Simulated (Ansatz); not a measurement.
```
Si Mo P
1.0
     3.45155    0.00000    0.00000
    -1.72577    2.98913    0.00000
     0.00000    0.00000    9.28705
Si Mo P
1 1 3
Direct
  0.33333 0.66667 0.56605
  0.00000 0.00000 0.16524
  0.00000 0.00000 0.67828
  0.33333 0.66667 0.32147
  0.33333 0.66667 0.01897
```

Space group P3m1; a generated structure, not necessarily the stable one; computed without spin polarisation.

Method: DFT PBE, scalar-relativistic, plane waves, PAW in Ansatz 0.2.0.

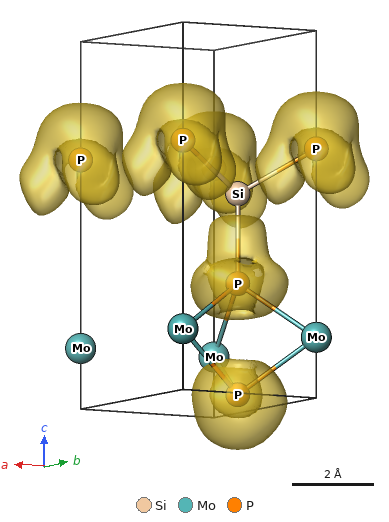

SiMoP3. Isosurface of the ELF at 0.7 (yellow), seen at an oblique angle. Only the valence region is drawn (cores and ρ < 0.01 e/Å³ removed). Sticks mark near contacts.

What do the ELF domains correspond to?

At this value the surface marks out two regions on P in which the atom's valence shell and bonds are merged and one region wrapped around P (its valence shell), counted in one cell of 5 atoms. Regions shared between cells count once.

Values along the shortest contacts:
Si–P (2.25 Å): the ELF peaks at about 0.90 between the atoms. Mo–P (2.41 Å): the ELF peaks at about 0.85 in the valence shell of P, 0.8 Å from its nucleus, and is about 0.50 at the midpoint.

What Bader charges does the calculation give?

Electrons move from Si and Mo towards P. Bader charges: Si +1.83, Mo +0.91 and P −1.39 to −0.48 e.
